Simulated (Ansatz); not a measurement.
```xyz
9

F    -1.1212    1.5815    1.4579
Si   -1.3595    0.7345    0.1434
F    -1.2976    1.7507   -1.0673
O    -0.2149   -0.3719   -0.0107
Si    1.3515   -0.8531   -0.1525
H    -2.6857    0.1172    0.1947
H     1.3592   -2.3313   -0.2468
H     2.1142   -0.4137    1.0409
H     1.9423   -0.2602   -1.3767
```

Geometry: PBE0-D4/def2-TZVP.

These are results of RKS PBE0-D4/def2-TZVPP in Ansatz 0.2.0, not measurements.

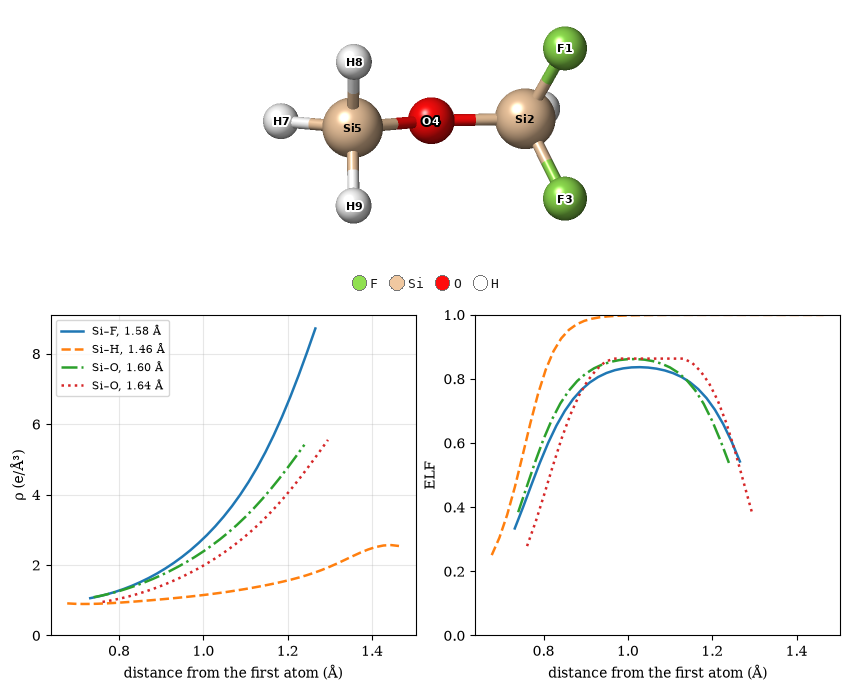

F$_{2}$H$_{4}$OSi$_{2}$ (SMILES F[SiH](F)O[SiH3]). Total electron density and electron localisation function along straight lines between neighbouring atoms. The curves leave out the atomic cores. The structure is drawn too.

What can be read from the curves?

Answer. Si–F (1.58 Å): ρ is about 1.2 e/Å³ halfway; the ELF peaks at about 0.85 in the valence shell of F, 0.6 Å from its nucleus, and is about 0.55 at the midpoint.
Si–H (1.46 Å): ρ at the midpoint is about 0.9 e/Å³; the ELF climbs to about 1 towards the hydrogen, as it does in any bond to H.
Si–O (1.60 Å): ρ is about 1.3 e/Å³ halfway; the ELF peaks at about 0.85 between the atoms: a polar covalent bond.
Si–O (1.64 Å): ρ is about 1.1 e/Å³ halfway; the ELF peaks at about 0.85 between the atoms, as expected for a shared but strongly polarised pair.
